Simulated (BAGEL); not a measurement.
# C3H6 (propene) at 4 levels

Aim: a comparison of 4 runs (B3LYP/6-31G*, B3LYP/cc-pVDZ, PBE0/cc-pVDZ, RI-MP2/cc-pVDZ) of C3H6 (propene). 

The results are computed with BAGEL 1.2.2.

## Step 1: Starting point

C3H6: 9 atoms, total charge 0, spin state singlet. As SMILES, `C=CC`. The shape is that of a PBE0-D4/def2-TZVP optimisation.

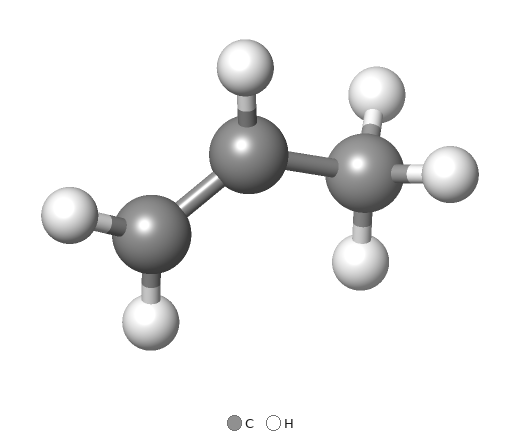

The structure, seen from a chosen angle (carbon grey, hydrogen white).

## Step 2: The energy at B3LYP/6-31G(d) (density fitting with qzvpp-jkfit, spherical functions) (run 1)

File calc.json:

```json
{ "bagel" : [

{
  "title" : "molecule",
  "basis" : "6-31gs.json",
  "df_basis" : "qzvpp-jkfit",
  "angstrom" : true,
  "geometry" : [
    { "atom" : "C", "xyz" : [      -1.129400,       0.554100,      -0.580200 ] },
    { "atom" : "C", "xyz" : [       0.157600,       0.266300,      -0.447400 ] },
    { "atom" : "C", "xyz" : [       0.744900,      -0.543600,       0.656400 ] },
    { "atom" : "H", "xyz" : [      -1.864800,       0.202700,       0.137400 ] },
    { "atom" : "H", "xyz" : [      -1.495500,       1.149800,      -1.408200 ] },
    { "atom" : "H", "xyz" : [       0.857000,       0.641500,      -1.192300 ] },
    { "atom" : "H", "xyz" : [       1.261600,      -1.425300,       0.264300 ] },
    { "atom" : "H", "xyz" : [       1.490400,       0.033400,       1.212800 ] },
    { "atom" : "H", "xyz" : [      -0.021900,      -0.879100,       1.357300 ] }
  ]
},

{ "title" : "ks", "xc_func" : "b3lyp" },

{ "title" : "print", "file" : "orbitals.molden", "orbitals" : true }

]}
```

The basis set 6-31G* is read from a file made from the Basis Set Exchange's data (not shown).

Launch:

```bash
BAGEL_NUM_THREADS=1 BAGEL calc.json > calc.out
```

Output:

```text
* using 1 threads per process

  ===============================================================
  ===============================================================

  *** Geometry ***

  { "atom" : "C", "xyz" : [     -2.134257,      1.047097,     -1.096419 ] },
  { "atom" : "C", "xyz" : [      0.297821,      0.503234,     -0.845463 ] },
  { "atom" : "C", "xyz" : [      1.407657,     -1.027255,      1.240416 ] },
  { "atom" : "H", "xyz" : [     -3.523961,      0.383047,      0.259648 ] },
  { "atom" : "H", "xyz" : [     -2.826085,      2.172807,     -2.661112 ] },
  { "atom" : "H", "xyz" : [      1.619495,      1.212259,     -2.253120 ] },
  { "atom" : "H", "xyz" : [      2.384078,     -2.693427,      0.499455 ] },
  { "atom" : "H", "xyz" : [      2.816448,      0.063117,      2.291860 ] },
  { "atom" : "H", "xyz" : [     -0.041385,     -1.661258,      2.564925 ] },

  Number of auxiliary basis functions:      333

  Since a DF basis is specified, we compute 2- and 3-index integrals:
    o Being stored without compression. Storage requirement is 0.008 GB

  Number of basis functions:       54
  Number of electrons      :       24

    * METHOD: MOLECULE                             0.09

  *** Kohn-Sham DFT ***

    * Removing 15438 points whose weight is below 1.00e-10
    * Grid points: 118716

  === Nuclear Repulsion ===
    70.9981208614

       - DIIS with orbital gradients will be used.

  === KS iteration (b3lyp / 6-31gs.json) ===
      0        -96.02494404          0.19056451           0.21
      1       -101.83171035          0.13783389           0.21
      2        -98.14748678          0.20475398           0.21
      3       -113.86658741          0.13127347           0.21
      4       -116.62516108          0.07614841           0.21
      5       -117.15914918          0.05940548           0.21
      6       -117.47562857          0.04488206           0.21
      7       -117.85184321          0.01513442           0.21
      8       -117.90152413          0.00409080           0.20
      9       -117.90498274          0.00045333           0.20
     10       -117.90502811          0.00008569           0.21
     11       -117.90502936          0.00001974           0.21
     12       -117.90502944          0.00000190           0.21
     13       -117.90502944          0.00000071           0.21
     14       -117.90502944          0.00000012           0.21
     15       -117.90502944          0.00000006           0.21
     16       -117.90502944          0.00000002           0.21
     17       -117.90502944          0.00000000           0.21
    * SCF iteration converged.

    * Permanent dipole moment:
           (   -0.125807,     0.049553,    -0.045939) a.u.

    * METHOD: KS                                   4.27

    * METHOD: PRINT                                0.01

  ===============================================================
```

Run time: 4.5 s. Hardware: 1 thread of Arm Neoverse V1, shared host; peak memory 0.3 GiB.

## Step 3: The energy at B3LYP/cc-pVDZ (density fitting with qzvpp-jkfit) (run 2)

File input.json:

```json
{ "bagel": [

{
  "title": "molecule",
  "basis": "cc-pvdz.json",
  "df_basis": "qzvpp-jkfit",
  "angstrom": true,
  "geometry": [
    { "atom": "C", "xyz": [   -1.129400,    0.554100,   -0.580200 ] },
    { "atom": "C", "xyz": [    0.157600,    0.266300,   -0.447400 ] },
    { "atom": "C", "xyz": [    0.744900,   -0.543600,    0.656400 ] },
    { "atom": "H", "xyz": [   -1.864800,    0.202700,    0.137400 ] },
    { "atom": "H", "xyz": [   -1.495500,    1.149800,   -1.408200 ] },
    { "atom": "H", "xyz": [    0.857000,    0.641500,   -1.192300 ] },
    { "atom": "H", "xyz": [    1.261600,   -1.425300,    0.264300 ] },
    { "atom": "H", "xyz": [    1.490400,    0.033400,    1.212800 ] },
    { "atom": "H", "xyz": [   -0.021900,   -0.879100,    1.357300 ] }
  ]
},
{
  "title": "ks",
  "xc_func": "b3lyp"
},
{
  "title": "print",
  "file": "orbitals.molden",
  "orbitals": true
}

]}
```

The basis set cc-pVDZ is read from a file made from the Basis Set Exchange's data (not shown).

Launch:

```bash
BAGEL_NUM_THREADS=1 BAGEL input.json > input.out
```

Output:

```text
* using 1 threads per process

  ===============================================================
  ===============================================================

  *** Geometry ***

  { "atom" : "C", "xyz" : [     -2.134257,      1.047097,     -1.096419 ] },
  { "atom" : "C", "xyz" : [      0.297821,      0.503234,     -0.845463 ] },
  { "atom" : "C", "xyz" : [      1.407657,     -1.027255,      1.240416 ] },
  { "atom" : "H", "xyz" : [     -3.523961,      0.383047,      0.259648 ] },
  { "atom" : "H", "xyz" : [     -2.826085,      2.172807,     -2.661112 ] },
  { "atom" : "H", "xyz" : [      1.619495,      1.212259,     -2.253120 ] },
  { "atom" : "H", "xyz" : [      2.384078,     -2.693427,      0.499455 ] },
  { "atom" : "H", "xyz" : [      2.816448,      0.063117,      2.291860 ] },
  { "atom" : "H", "xyz" : [     -0.041385,     -1.661258,      2.564925 ] },

  Number of auxiliary basis functions:      333

  Since a DF basis is specified, we compute 2- and 3-index integrals:
    o Being stored without compression. Storage requirement is 0.014 GB

  Number of basis functions:       72
  Number of electrons      :       24

    * METHOD: MOLECULE                             0.11

  *** Kohn-Sham DFT ***

    * Removing 15438 points whose weight is below 1.00e-10
    * Grid points: 118716

  === Nuclear Repulsion ===
    70.9981208614

       - DIIS with orbital gradients will be used.

  === KS iteration (b3lyp / cc-pvdz.json) ===
      0        -95.55932599          0.11342785           0.28
      1        -98.85073485          0.14498361           0.27
      2        -97.65667482          0.13408910           0.27
      3       -114.46992099          0.08256223           0.28
      4       -117.77753259          0.01946199           0.28
      5       -117.77283339          0.02003921           0.27
      6       -117.83041351          0.01558193           0.27
      7       -117.87867354          0.00998164           0.27
      8       -117.90683332          0.00360076           0.27
      9       -117.91085541          0.00093258           0.27
     10       -117.91116793          0.00007900           0.27
     11       -117.91116937          0.00002140           0.27
     12       -117.91116948          0.00000908           0.27
     13       -117.91116951          0.00000188           0.28
     14       -117.91116951          0.00000109           0.27
     15       -117.91116951          0.00000041           0.27
     16       -117.91116951          0.00000004           0.27
     17       -117.91116951          0.00000002           0.27
     18       -117.91116951          0.00000001           0.27
     19       -117.91116951          0.00000000           0.27
    * SCF iteration converged.

    * Permanent dipole moment:
           (   -0.139930,     0.058750,    -0.056675) a.u.

    * METHOD: KS                                   6.08

    * METHOD: PRINT                                0.01

  ===============================================================
```

Run time: 6.6 s. Hardware: 1 thread of Arm Neoverse V1, shared host; peak memory 0.38 GiB.

Run 3 isn't shown in full; the table further down has it.

## Step 4: The energy at RI-MP2/cc-pVDZ (density fitting with qzvpp-jkfit) (run 4)

File input.json:

```json
{ "bagel": [

{
  "title": "molecule",
  "basis": "cc-pvdz.json",
  "df_basis": "qzvpp-jkfit",
  "angstrom": true,
  "geometry": [
    { "atom": "C", "xyz": [      -1.129400,       0.554100,      -0.580200 ] },
    { "atom": "C", "xyz": [       0.157600,       0.266300,      -0.447400 ] },
    { "atom": "C", "xyz": [       0.744900,      -0.543600,       0.656400 ] },
    { "atom": "H", "xyz": [      -1.864800,       0.202700,       0.137400 ] },
    { "atom": "H", "xyz": [      -1.495500,       1.149800,      -1.408200 ] },
    { "atom": "H", "xyz": [       0.857000,       0.641500,      -1.192300 ] },
    { "atom": "H", "xyz": [       1.261600,      -1.425300,       0.264300 ] },
    { "atom": "H", "xyz": [       1.490400,       0.033400,       1.212800 ] },
    { "atom": "H", "xyz": [      -0.021900,      -0.879100,       1.357300 ] }
  ]
},

{ "title": "hf" },

{ "title": "mp2", "ncore": 3 }

]}
```

The basis set cc-pVDZ is read from a file made from the Basis Set Exchange's data (not shown).

Launch:

```bash
BAGEL_NUM_THREADS=1 BAGEL input.json > input.out
```

Output:

```text
* using 1 threads per process

  ===============================================================
  ===============================================================

  *** Geometry ***

  { "atom" : "C", "xyz" : [     -2.134257,      1.047097,     -1.096419 ] },
  { "atom" : "C", "xyz" : [      0.297821,      0.503234,     -0.845463 ] },
  { "atom" : "C", "xyz" : [      1.407657,     -1.027255,      1.240416 ] },
  { "atom" : "H", "xyz" : [     -3.523961,      0.383047,      0.259648 ] },
  { "atom" : "H", "xyz" : [     -2.826085,      2.172807,     -2.661112 ] },
  { "atom" : "H", "xyz" : [      1.619495,      1.212259,     -2.253120 ] },
  { "atom" : "H", "xyz" : [      2.384078,     -2.693427,      0.499455 ] },
  { "atom" : "H", "xyz" : [      2.816448,      0.063117,      2.291860 ] },
  { "atom" : "H", "xyz" : [     -0.041385,     -1.661258,      2.564925 ] },

  Number of auxiliary basis functions:      333

  Since a DF basis is specified, we compute 2- and 3-index integrals:
    o Being stored without compression. Storage requirement is 0.014 GB

  Number of basis functions:       72
  Number of electrons      :       24

    * METHOD: MOLECULE                             0.11

  *** RHF ***

  === Nuclear Repulsion ===
    70.9981208614

      * DIIS with orbital gradients will be used.

  === RHF iteration (cc-pvdz.json) ===
      0       -116.96024392          0.01638697           0.02
      1       -117.06777842          0.00615647           0.02
      2       -117.08117722          0.00165476           0.02
      3       -117.08231788          0.00020129           0.02
      4       -117.08233757          0.00009435           0.02
      5       -117.08234135          0.00002238           0.02
      6       -117.08234180          0.00000913           0.02
      7       -117.08234186          0.00000315           0.02
      8       -117.08234187          0.00000102           0.02
      9       -117.08234187          0.00000023           0.02
     10       -117.08234187          0.00000009           0.02
     11       -117.08234187          0.00000003           0.02
     12       -117.08234187          0.00000001           0.02
    * SCF iteration converged.

    * Permanent dipole moment:
           (   -0.128981,     0.052799,    -0.050171) a.u.

    * METHOD: HF                                   0.36

  *** RHF ***

  === Nuclear Repulsion ===
    70.9981208614

      * DIIS with orbital gradients will be used.

  === RHF iteration (cc-pvdz.json) ===
      0       -117.08234187          0.00000000           0.02
    * SCF iteration converged.

    * Permanent dipole moment:
           (   -0.128981,     0.052799,    -0.050170) a.u.

  === DF-MP2 calculation ===

    * freezing 3 orbitals
    * 3-index integral transformation done
    * assembly done

      MP2 correlation energy:   -0.4166346399      0.02

      MP2 total energy:       -117.4989765110

    * METHOD: MP2                                  0.07

  ===============================================================
```

Run time: 0.66 s. Hardware: 1 thread of Arm Neoverse V1, shared host.

## Step 5: The series

| run | level | frozen core orbitals | energy (Eh) | dipole moment (D) | HOMO energy (eV) | LUMO energy (eV) | wall time |
| --- | --- | --- | --- | --- | --- | --- | --- |
| 1 | B3LYP/6-31G* (density fitting with qzvpp-jkfit, spherical functions) | – | -117.905029 | 0.36 | -6.81 | 0.83 | 4.5 s |
| 2 | B3LYP/cc-pVDZ (density fitting with qzvpp-jkfit) | – | -117.911170 | 0.41 | -6.98 | 0.56 | 6.6 s |
| 3 | PBE0/cc-pVDZ (density fitting with qzvpp-jkfit) | – | -117.758373 | 0.42 | -7.24 | 0.78 | 5.7 s |
| 4 | RI-MP2/cc-pVDZ (density fitting with qzvpp-jkfit) | 3 | -117.498977 | – | – | – | 0.66 s |

## Step 6: Results

| quantity | value |
| --- | --- |
| run 4: total energy | -117.49898 Eh |
| run 4: correlation energy (3 core orbitals frozen) | -416.6 mEh |

**Reading.** Over runs 1, 2, 3 the dipole moment (its size) runs from 0.36 D (B3LYP/6-31G*) to 0.42 D (PBE0/cc-pVDZ). The two ends differ in method and basis. Over runs 1, 2, 3 the HOMO–LUMO gap runs from 7.54 eV (B3LYP/cc-pVDZ) to 8.01 eV (PBE0/cc-pVDZ). Totals of different functionals can't be ranked against each other. All runs together took 18 s, the longest 6.6 s.
